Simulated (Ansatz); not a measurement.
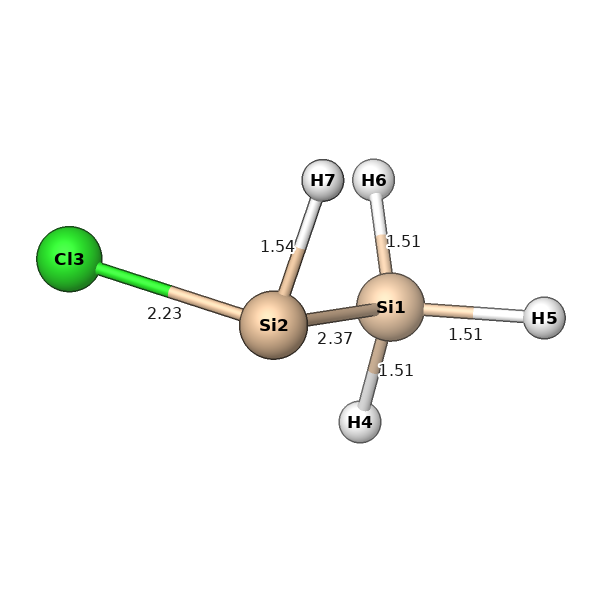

The numbers beside the sticks are distances in Å. Sticks don't show bond order. Charge −1, singlet. The geometry was computed by an optimisation with PBE0-D4/def2-TZVPD. No frequency run is at hand to confirm it as a minimum.

Question: Assign a bond order to each marked bond.

Answer: Si1–Si2 single; Si1–H4 single; Si1–H5 single; Si1–H6 single; Si2–Cl3 single; Si2–H7 single. This is one Lewis structure.

Question: Give the structure as SMILES.

Answer: [SiH3][SiH-]Cl
